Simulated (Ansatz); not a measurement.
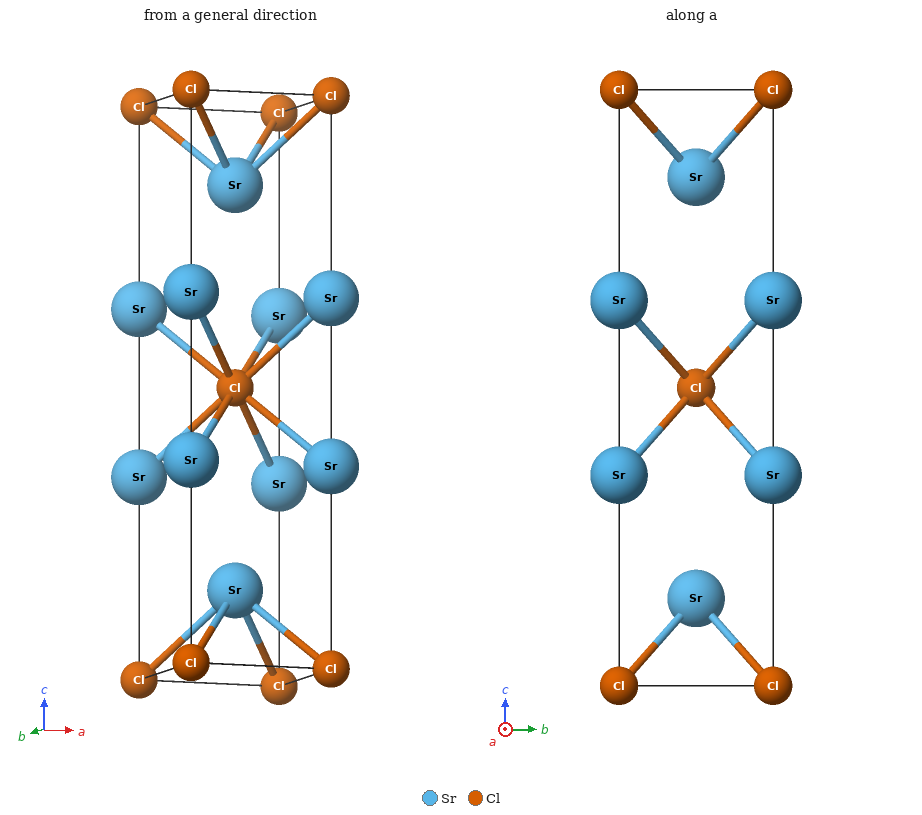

A ball-and-stick picture of a crystal structure, seen from a general direction and along the a axis. The conventional unit cell is drawn as a box.

Unit-cell dimensions: a = 3.89 Å, b = 3.89 Å, c = 15.06 Å, α = 90.00°, β = 90.00°, γ = 90.00°.

The bonds drawn are Cl–Sr up to 3.86 Å (cut-off distances).

Question: What is the chemical formula?

Answer: Sr2Cl. The cell holds 4 Sr, 2 Cl, counting shared atoms by their share.

Question: Which atoms are bonded to Cl?

Answer: Eight Sr in a distorted cubic arrangement at about 3.5 Å.

Question: What is Sr bonded to?

Answer: Four Cl at about 3.5 Å.

Question: Describe the connectivity.

Answer: The bonds build Sr2Cl layers parallel to (001).

The model was built from a textbook structure type filled with these elements (whether it is the usual form wasn't checked). The final geometry of a relaxation with DFT PBE, scalar-relativistic, plane waves, PAW in Ansatz is shown.
